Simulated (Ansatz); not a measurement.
## TiC: alloy series

Consider TiC in the rock salt structure (space group Fm-3m, No. 225).

Space group Fm-3m (No. 225); a = 4.328 Å, b = 4.328 Å, c = 4.328 Å, α = 90.00°, β = 90.00°, γ = 90.00°

| atom | site | symmetry | x | y | z |
|---|---|---|---|---|---|
| C | 4a | m-3m | 0.0000 | 0.0000 | 0.0000 |
| Ti | 4b | m-3m | 0.5000 | 0.5000 | 0.5000 |
(The calculation used a cell of 2 atoms; values per cell refer to that cell.)

The other end (x = 1) is TiGe in the rock salt structure (space group Fm-3m, No. 225; a hypothetical phase, not in the database extracts checked): 17.32 Å³/atom, gap zero; this end may not be an ambient phase.

Ge replaces a fraction x of C; each row is one arrangement (x, atoms in the cell, starting space group or random), fully relaxed.

Calculations: r2SCAN (Ansatz, a quantum-chemistry and plane-wave program, PAW, spin-orbit coupling left out).

Notes on the quantities. deviation of the volume from the linear: Vegard-type) interpolation.

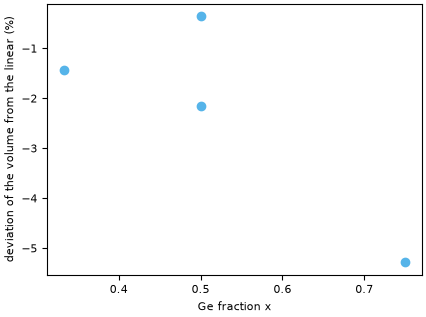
Figure: Deviation of the volume from the linear against Ge fraction x

| Ge fraction x | deviation of the volume from the linear |
|---|---|
| x(Ge) = 0.333, 6 atoms, P-3m1 | -1.4 % |
| x(Ge) = 0.5, 8 atoms, P4/nmm | -0.4 % |
| x(Ge) = 0.5, 4 atoms, R-3m | -2.1 % |
| x(Ge) = 0.75, 8 atoms, C2/m | -5.3 % |

These are small ordered cells, not random alloys; other orderings at the same x differ. No phonon test of stability was made. The final runs are not spin-polarised. Under x(Ge) = 0.333, 6 atoms, P-3m1, x(Ge) = 0.5, 4 atoms, R-3m and x(Ge) = 0.75, 8 atoms, C2/m the cell changed shape so far that it is another structure.
